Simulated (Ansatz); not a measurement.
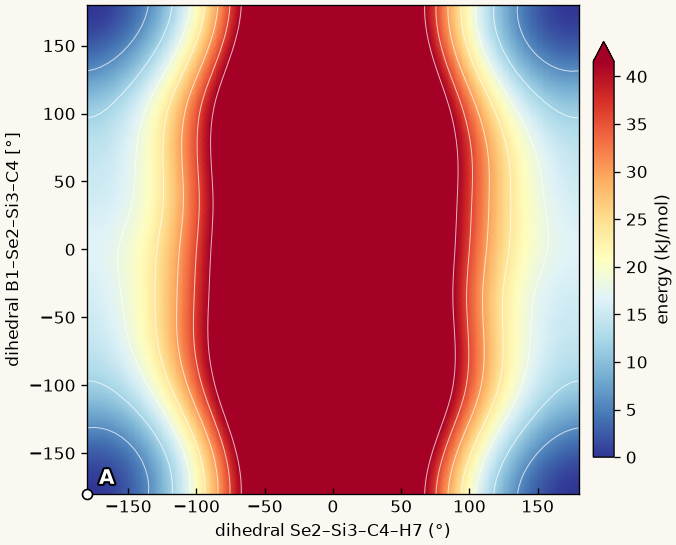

CH3BSeSi, SMILES B[Se][Si]#C. The first coordinate is: dihedral Se2–Si3–C4–H7; the second: dihedral B1–Se2–Si3–C4. Nothing is relaxed (all other coordinates rigid). Grid: 10 × 10 points; 69 points were computed and 31 follow by symmetry. Energies: kJ/mol, counted from the lowest grid point. The dihedral twists a double bond; near 90° a spin-restricted reference is unreliable. These are results of RKS CAM-B3LYP-D4/def2-SVP (Ansatz 0.2.0), not measurements.

The picture shows a smooth colour map with a few white contour lines, one colour for all values above the top of the scale, the point A. Between grid points the surface is interpolated.

> What is the easiest way out of the well at A, and how high is the barrier?

The easiest path leads from the well at dihedral Se2–Si3–C4–H7 = −180°, dihedral B1–Se2–Si3–C4 = −180° to its copy one period on. Its highest point lies about 17 kJ/mol above the bottom of the first well on the interpolated surface, at dihedral Se2–Si3–C4–H7 = −180°, dihedral B1–Se2–Si3–C4 = 0°. The start is the relaxed structure and all else is held, so a fully relaxed path at this level can only be lower.

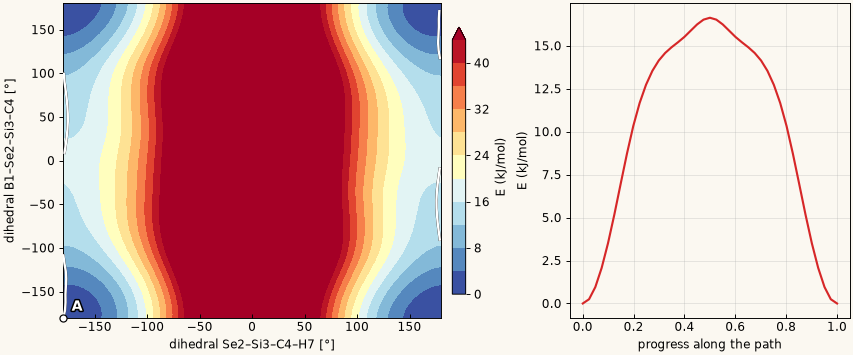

The picture shows filled contours, a line along the lowest path, one colour for all values above the top of the scale, the energy along the path at the right. Between grid points the surface is interpolated.
